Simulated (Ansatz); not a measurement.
```xyz
9

C     0.9587   -1.4231   -0.3007
N     0.5118   -0.5005    0.5387
Si   -0.5196    0.7586   -0.1105
O    -1.2594    1.3170    1.1976
F    -1.4709    0.1321   -1.2035
Cl    0.5986    2.3168   -0.8458
H     1.5805   -2.2025    0.0376
H     0.6987   -1.3722   -1.3977
H    -1.0099    0.9274    2.0670
```

The calculation used SCF hf, Gaussian basis in Ansatz 0.2.0.

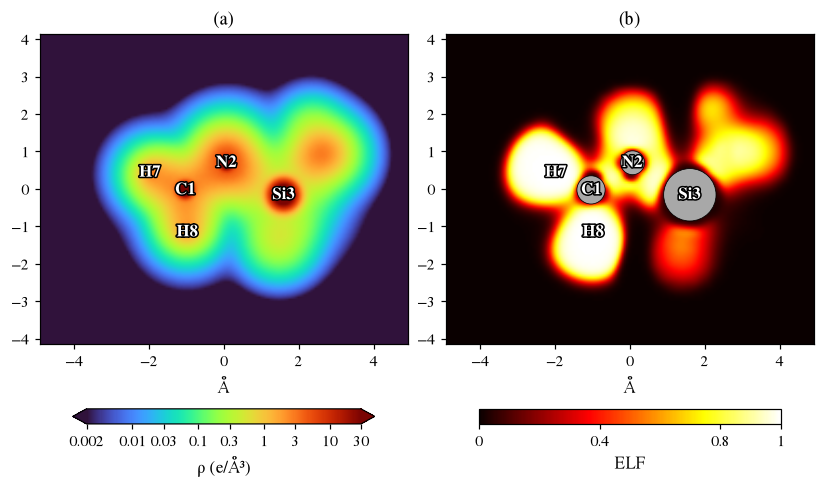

CH₃ClFNOSi (SMILES C=N[Si](O)(F)Cl). (a) electron density; (b) ELF on the plane of atoms C1, N2 and Si3. Grey discs cover the atomic cores in the ELF map.

### Describe what can be read from this map.

- The section cuts through C, N, Si and H sites.
- C–N (1.32 Å): ρ is about 2.5 e/Å³ halfway; the ELF peaks at about 0.90 between the atoms: localised, covalent bonding.
- Si–N (1.75 Å): ρ is about 1.1 e/Å³ halfway; the ELF peaks at about 0.95 between the atoms (a shared but strongly polarised pair).
- C–H (1.05 Å): ρ at the midpoint is about 2.2 e/Å³; the ELF climbs to about 1 towards the hydrogen, as it does in any bond to H: an ordinary covalent bond to hydrogen.
- The ELF also peaks beside O4 and N2, away from the bonds: lone-pair regions.
